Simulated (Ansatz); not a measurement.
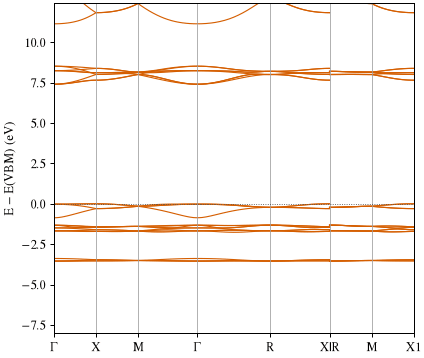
Band structure from PBE+D3(BJ) (plane waves, PAW; program Ansatz)

Question: Read off the gap and where the band edges lie.

Answer: About 7.4 eV (7.41 eV by a search for the band edges); maximum at X, minimum at Γ.

The material is N (α-N2, Pa-3).

The PBE+D3(BJ) relaxation kept the symmetry of its start. The substance is a gas or liquid at ambient conditions; this is its low-temperature solid.

Potentials: the later of the program's two PAW sets.
